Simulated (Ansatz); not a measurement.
# AlBr2 (SMILES [Br][Al][Br]) at UPBE0/cc-pVTZ

Aim: the energy change on altering one bond length of AlBr2 at UPBE0/cc-pVTZ, from 2 runs. 

The results are computed with Ansatz 0.2.0.

14 further runs of the same task are left out: 14 set aside as unsound or not needed. Runs told in other sessions of the task aren't counted.

### Step 1. The molecule

AlBr2: 3 atoms, total charge 0, spin state doublet. As SMILES, `[Br][Al][Br]`. The coordinates come from a PBE0-D4/def2-TZVP relaxation.

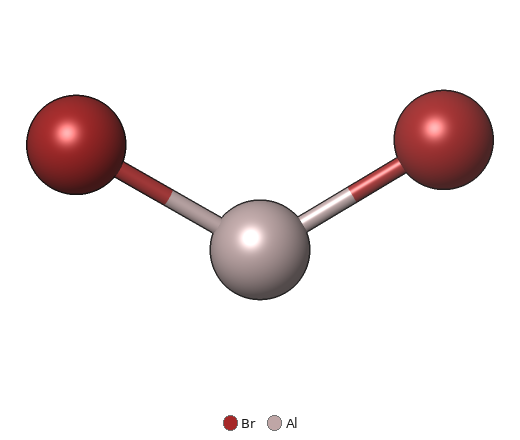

The structure, seen from a chosen angle (bromine red, aluminium light grey).

### Step 2. The energy at UPBE0/cc-pVTZ

molecule.yaml

```yaml
crystal:
  periodic: [false, false, false]
  atoms:
    - {symbol: Br, position_ang: [0.607000, 1.799800, 0.519400]}
    - {symbol: Al, position_ang: [0.569000, -0.451900, 0.265200]}
    - {symbol: Br, position_ang: [-1.186900, -1.412700, -0.797800]}
basis:
  gaussian: {orbitals: cc-pVTZ}
magnetization: {spin_polarized: true, initial_magnetization: 1}
hamiltonian: {xc: {name: PBE0}}
accuracy: high
output: {orbitals: {seedname: orbitals}}
```

The run is started by

```bash
$ ansatz run molecule.yaml --threads 1 --pin off --max-ram 2610MiB --events-out events.jsonl --progress --plain --runs-dir runs
```

Standard output:

```text
Warning: RAYON_NUM_THREADS=1 ignored (pool sized by the plan → 1); use --threads N
Functional definition: PBE0
  name "PBE0"
  parameter a = 0.25
  parameter kappa = 0.804
  parameter beta = 0.06672455060314922
  exchange = (1 - a)*pbe_x(kappa = kappa, mu = beta*pi^2/3) + a*exact_x
  correlation = pbe_c(beta = beta)
1722 factors; integrals over basis functions are off by at most 3.9e-9 eV
mean field evaluation 1: about -146674.9998 eV, gradient 9.1e0 eV
mean field evaluation 2: about -146675.0868 eV, gradient 1.0e1 eV
mean field evaluation 4: about -146675.6800 eV, gradient 4.8e-1 eV
mean field evaluation 8: about -146675.7457 eV, gradient 2.9e-2 eV
mean field evaluation 16: about -146675.7458 eV, gradient 7.1e-5 eV
mean field -146675.74575798 eV, -5390.2342362146 hartree, gradient 2.2e-8 eV, S^2 0.752551; 0 other end points of the search recorded, 0 dependent functions left out
reference -146675.74575998 eV, -5390.2342362879 hartree; 42, 41 occupied and 78, 79 virtual orbitals, 1722 factors
Total energy: -146675.74575998 eV, -5390.2342362879 hartree
```

Run time: 29 s. Hardware: 1 thread of Arm Neoverse V2, shared host; peak memory 0.61 GiB.

### Step 3. The distorted shape at the same level

input.yaml

```yaml
crystal:
  periodic: [false, false, false]
  atoms:
    - symbol: Br
      position_ang: [1.484944, 2.280197, 1.050896]
    - symbol: Al
      position_ang: [1.446944, 0.028497, 0.796696]
    - symbol: Br
      position_ang: [-1.186900, -1.412700, -0.797800]
basis:
  gaussian: {orbitals: cc-pVTZ}
magnetization: {spin_polarized: true, initial_magnetization: 1}
accuracy: high
hamiltonian: {xc: pbe0}
output: {orbitals: {seedname: orbitals}}
```

The run is started by

```bash
$ ansatz run input.yaml --threads 1 --pin off --max-ram 2610MiB --events-out events.jsonl --progress --plain --runs-dir runs
```

Standard output, shortened:

```text
Warning: RAYON_NUM_THREADS=1 ignored (pool sized by the plan → 1); use --threads N
[... 7 set-up lines as earlier in the session ...]
1659 factors; integrals over basis functions are off by at most 4.2e-9 eV
mean field evaluation 1: about -146671.3148 eV, gradient 1.4e1 eV
mean field evaluation 2: about -146613.1793 eV, gradient 8.0e1 eV
mean field evaluation 4: about -146673.5102 eV, gradient 5.2e0 eV
mean field evaluation 8: about -146673.7980 eV, gradient 5.7e-1 eV
mean field evaluation 16: about -146673.8043 eV, gradient 1.1e-2 eV
mean field evaluation 32: about -146673.8043 eV, gradient 5.7e-7 eV
mean field -146673.80427228 eV, -5390.1628879309 hartree, gradient 8.1e-8 eV, S^2 0.777891; 3 other end points of the search recorded, 0 dependent functions left out
reference -146673.80427435 eV, -5390.1628880070 hartree; 42, 41 occupied and 78, 79 virtual orbitals, 1659 factors
Total energy: -146673.80427435 eV, -5390.1628880070 hartree
```

Wall time 38 s (1 thread of Arm Neoverse V2, shared host); peak memory 0.59 GiB.

### Step 4. Outcome

Level: UPBE0/cc-pVTZ.

| quantity | value |
| --- | --- |
| first shape: total energy | -5390.23424 Eh |
| first shape: HOMO energy (highest over α and β) | -6.58 eV |
| first shape: LUMO energy (lowest over α and β) | -3.39 eV |
| first shape: ⟨S²⟩ | 0.753 |
| distorted shape: total energy | -5390.16289 Eh |
| distorted shape: HOMO energy (highest over α and β) | -7.56 eV |
| distorted shape: LUMO energy (lowest over α and β) | -5.16 eV |
| distorted shape: ⟨S²⟩ | 0.778 |
| energy change with the Al2–Br3 bond stretched from 2.266 to 3.400 Å | 1.941 eV |

With the Al2–Br3 bond stretched from 2.266 to 3.400 Å the energy rises by 1.94 eV (187 kJ/mol).
